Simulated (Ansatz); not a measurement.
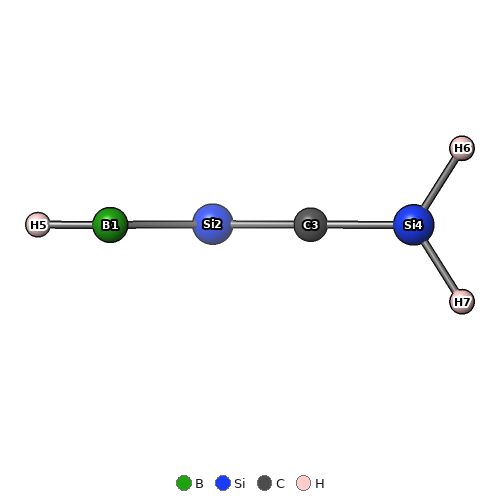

The system is CH3BSi2, SMILES B=[Si]=C=[SiH2]; the picture shows the reference structure. 
- Coordinates scanned: (1) umbrella angle at Si4 (between each of its bonds and their common axis; 90 is planar); (2) change of the bonds Si4–C3, Si4–H6, Si4–H7, all alike.
- Nothing is relaxed (all other coordinates rigid).
- The grid has 15 × 15 points.
- Points are written as (first, second).
- Energies are in kJ/mol, from the lowest grid point.
- These are results of RKS PBE0-D4/def2-TZVP (Ansatz), not measurements.

Its coordinates:

```xyz
7

B    -2.2047   -0.5493   -1.7531
Si   -1.0751    0.5563   -0.7094
C     0.2735    0.1881    0.2375
Si    1.6254    0.1509    1.2473
H    -3.1606   -0.4955   -2.4598
H     1.5318   -0.1007    2.7019
H     3.0097    0.2502    0.7355
```

Range: umbrella angle at Si4 (between each of its bonds and their common axis; 90 is planar) from 66.0 to 114.0°; change of the bonds Si4–C3, Si4–H6, Si4–H7, all alike from −0.170 to 0.263 Å.

Question: What will the energy surface look like?

Answer: The lowest grid point is at (90.0°, 0.015 Å). It is the only kind of minimum in the scanned range. The highest grid point, (66.0°, −0.170 Å), lies 241 kJ/mol above the lowest. Round the minimum the two coordinates are nearly uncoupled.

| second ↓, first → | 66.0 | 69.4 | 72.9 | 76.3 | 79.7 | 83.1 | 86.6 | 90.0 | 93.4 | 96.9 | 100.3 | 103.7 | 107.1 | 110.6 | 114.0 |
| --- | --- | --- | --- | --- | --- | --- | --- | --- | --- | --- | --- | --- | --- | --- | --- |
| 0.263 | 187 | 182 | 178 | 176 | 174 | 173 | 171 | 170 | 169 | 167 | 166 | 166 | 167 | 170 | 175 |
| 0.232 | 162 | 156 | 150 | 147 | 144 | 141 | 140 | 138 | 137 | 136 | 136 | 137 | 140 | 144 | 150 |
| 0.201 | 139 | 131 | 125 | 119 | 115 | 112 | 110 | 108 | 107 | 107 | 108 | 110 | 114 | 119 | 127 |
| 0.170 | 118 | 109 | 101 | 95 | 89 | 86 | 83 | 81 | 80 | 80 | 82 | 85 | 90 | 97 | 106 |
| 0.139 | 100 | 90 | 80 | 73 | 66 | 62 | 58 | 56 | 56 | 57 | 59 | 63 | 70 | 78 | 88 |
| 0.108 | 86 | 74 | 63 | 54 | 47 | 41 | 37 | 35 | 35 | 36 | 40 | 45 | 52 | 62 | 74 |
| 0.077 | 75 | 62 | 49 | 39 | 31 | 25 | 21 | 18 | 18 | 20 | 24 | 31 | 39 | 50 | 63 |
| 0.046 | 70 | 55 | 41 | 30 | 21 | 14 | 9 | 6 | 6 | 9 | 14 | 21 | 31 | 43 | 58 |
| 0.015 | 70 | 53 | 38 | 26 | 16 | 8 | 3 | 0 | 0 | 3 | 9 | 17 | 28 | 42 | 58 |
| −0.015 | 76 | 58 | 41 | 28 | 17 | 8 | 3 | 0 | 0 | 4 | 10 | 19 | 31 | 46 | 64 |
| −0.046 | 89 | 69 | 52 | 37 | 25 | 16 | 10 | 7 | 8 | 12 | 19 | 29 | 42 | 58 | 77 |
| −0.077 | 111 | 90 | 71 | 55 | 42 | 33 | 26 | 23 | 24 | 28 | 36 | 47 | 61 | 79 | 99 |
| −0.108 | 142 | 120 | 100 | 83 | 69 | 59 | 52 | 49 | 50 | 54 | 63 | 75 | 90 | 109 | 131 |
| −0.139 | 185 | 161 | 140 | 122 | 107 | 96 | 89 | 86 | 87 | 92 | 101 | 114 | 130 | 151 | 174 |
| −0.170 | 241 | 216 | 193 | 174 | 158 | 147 | 139 | 136 | 137 | 142 | 152 | 166 | 183 | 205 | 229 |

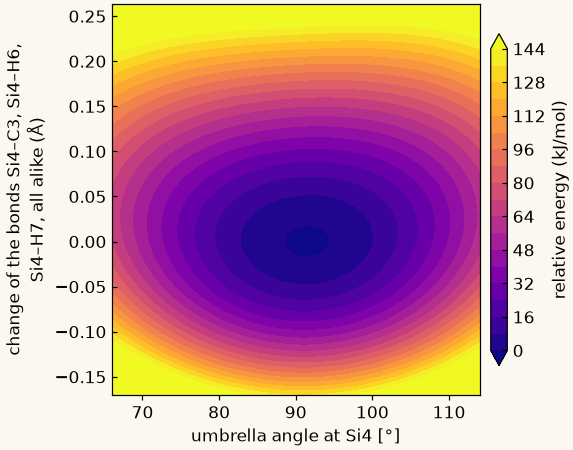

The picture shows filled contours, one colour for all values above the top of the scale. Between grid points the surface is interpolated.

Each point was launched as `ansatz run input.yaml --threads 1 --pin off --max-ram 2560MiB --backend cpu --events-out ev --progress --plain --runs-dir out`. Time for the 225 points that were run: 13 min on 1 thread of Intel(R) Xeon(R) 6975P-C (Granite Rapids), with other jobs on the host.
